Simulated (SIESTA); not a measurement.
Band structure of SnSb (Fm-3m, 2 atoms in the cell).

```xyz
2
Lattice="0.0000 3.0693 3.0693 3.0693 0.0000 3.0693 3.0693 3.0693 0.0000" Properties=species:S:1:pos:R:3 pbc="T T T"
Sn     3.0693     3.0693     3.0693
Sb     0.0000     0.0000     0.0000
```

Method: GGA PBEsol, numerical atomic orbitals DZP, PseudoDojo PBEsol standard norm-conserving potentials (rewritten from UPF to PSML) run with SIESTA.

Settings: XC.functional = GGA; XC.authors = PBEsol; potentials = PseudoDojo PBEsol standard; PAO.BasisSize = DZP; PAO.EnergyShift = 0.01 Ry; MeshCutoff = 300 Ry; kgrid.MonkhorstPack = 12 12 12; OccupationFunction = FD; ElectronicTemperature = 100 meV; MaxSCFIterations = 150; SCF.Mixer.Method = Pulay; SCF.Mixer.Weight = 0.25; SCF.Mixer.History = 6; SCF.DM.Tolerance = 1.0E-05.

The starting cell comes from a database of computed structures (which also holds hypothetical and non-ambient phases and stackings), without a prior relaxation at this level. Spin-orbit coupling is off. Values carry the incompleteness of an atom-centred basis.

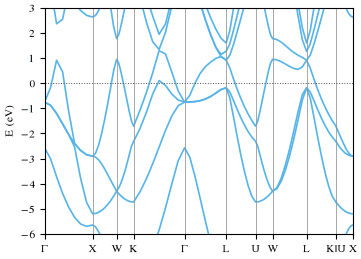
Fig. 1. Bands along the path, energies from the Fermi level.

Levels in eV from the Fermi level, bands 12 to 17:
| point | 12 | 13 | 14 | 15 | 16 | 17 |
|---|---|---|---|---|---|---|
| Γ | -2.58 | -0.76 | -0.76 | -0.76 | 4.70 | 4.70 |
| X | -5.64 | -5.20 | -2.91 | -2.91 | 2.62 | 7.07 |
| W | -7.05 | -4.30 | -4.30 | 0.94 | 1.76 | 5.88 |
| K | -7.07 | -4.73 | -2.32 | -1.72 | 4.52 | 4.53 |
| L | -8.13 | -0.19 | -0.19 | 0.91 | 0.91 | 1.26 |
| U | -7.07 | -4.73 | -2.32 | -1.72 | 4.52 | 4.53 |

Bands cross the Fermi level along this path, so the cell is metallic at this level.

Higher empty bands are left out: an atom-centred basis made for the valence describes them poorly.
